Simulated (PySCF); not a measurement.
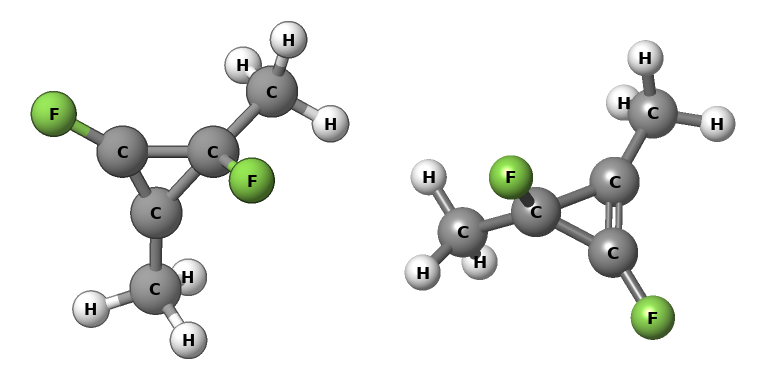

The same structure drawn twice, from different directions.

Computed geometry: PBE0-D3(BJ)/def2-SVP optimisation. No frequency run is at hand to confirm it as a minimum.

What does the picture show?

Formula C5H6F2. As SMILES it reads `CC1=C(F)[C@@]1(C)F`. Independent rings (smallest set): 1 of 3 members. Among its groups: alkene, C–F bond. The point group is C1. Coordination, clear cases only: 2 C tetrahedral.

The parts below concern this one geometry. Atoms keep their numbers from picture to picture.

## Shape

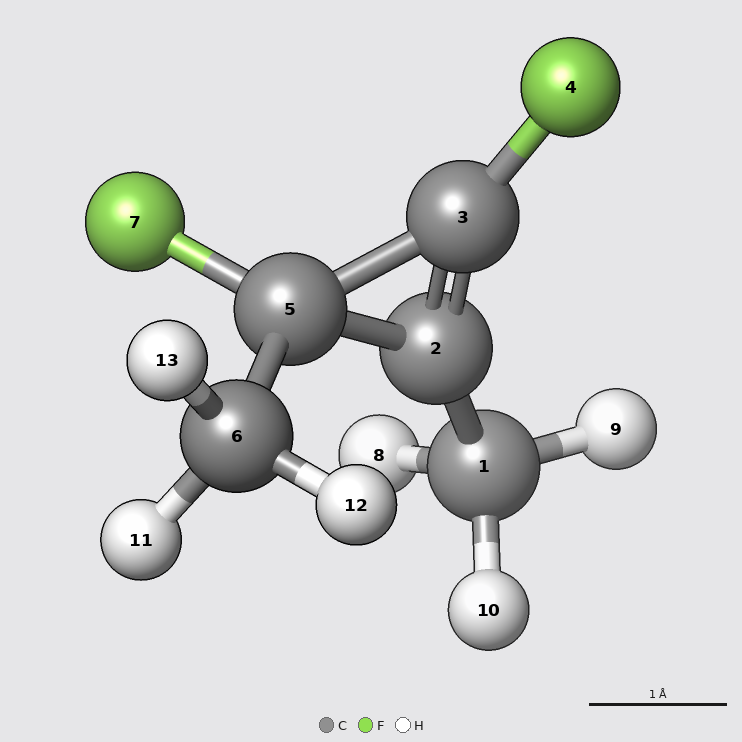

No frequency run is at hand to confirm it as a minimum.

Give these bond angles: C1–C2–C3, C1–C2–C5, C2–C1–H8, C2–C1–H10, C2–C3–F4, C2–C5–C6, C2–C5–F7, C3–C2–C5, C3–C5–C6, C3–C5–F7, F4–C3–C5, C5–C6–H12.

```tsv
angle	degrees
C1–C2–C3	155.0
C1–C2–C5	143.6
C2–C1–H8	110.1
C2–C1–H10	110.7
C2–C3–F4	147.7
C2–C5–C6	124.8
C2–C5–F7	116.4
C3–C2–C5	61.4
C3–C5–C6	127.5
C3–C5–F7	117.6
F4–C3–C5	146.0
C5–C6–H12	111.0
```

## Ring current

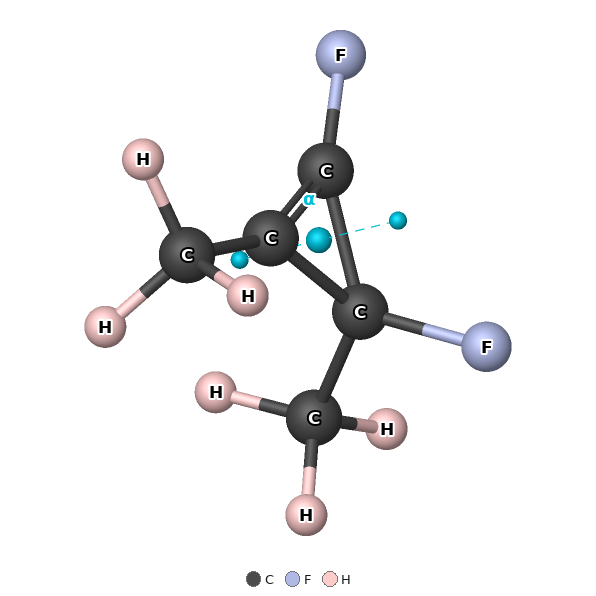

The small points mark where nucleus-independent chemical shifts (NICS) were computed: at the centre of each lettered ring and 1 Å above and below it. No frequency run is at hand to confirm it as a minimum. Method: GIAO BHandHLYP/pcSseg-1 NMR shielding, non-relativistic, gas phase (PySCF 2.14.0).

Give NICS(0), NICS(1) and the out-of-plane component NICS(1)zz for each ring (means of the two sides).

```tsv
ring	members	NICS(0)	NICS(1)	NICS(1)zz
α	C3	−32.9	−7.5	−11.8
```

Values in ppm.

## Electronic properties

No frequency run is at hand to confirm it as a minimum. Level of theory: BLYP/pcSseg-1, gas phase (PySCF 2.14.0).

What is the HOMO–LUMO gap?

5.97 eV.

Give the dipole moment at this level.

2.37 D.

Estimate the HOMO energy (Kohn–Sham orbital).

−6.32 eV.

## Charges

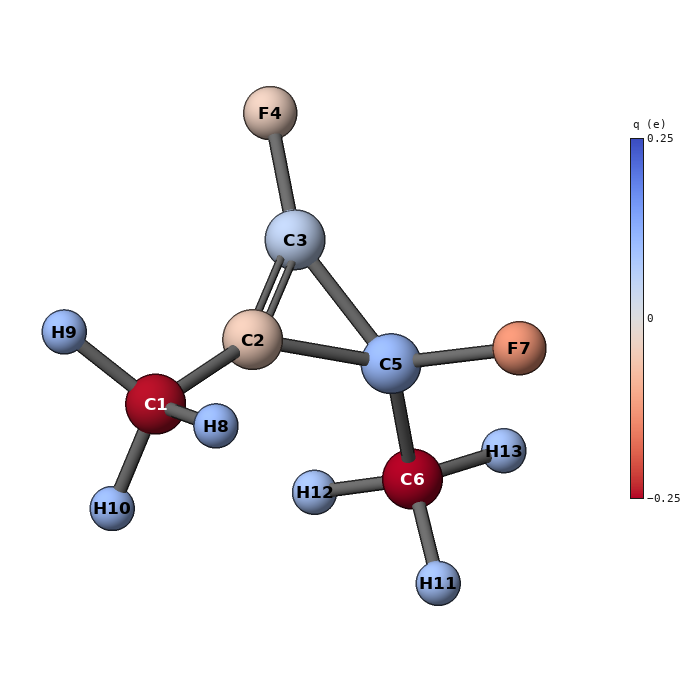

Atoms are coloured by their Mulliken charges. No frequency run is at hand to confirm it as a minimum. Properties computed with PBE0/STO-3G, gas phase (PySCF 2.14.0).

Which atom carries the highest charge (most positive or least negative)?

C5, H8, H9, H10 (0.10 e).

And the lowest?

C6 (−0.25 e).

List the Mulliken charges.

```csv
atom,value (e)
C1,−0.24
C2,−0.05
C3,0.05
F4,−0.04
C5,0.10
C6,−0.25
F7,−0.13
H8,0.10
H9,0.10
H10,0.10
H11,0.09
H12,0.08
H13,0.09
```

Mulliken values depend strongly on the basis set and can even reverse the polarity of a bond.
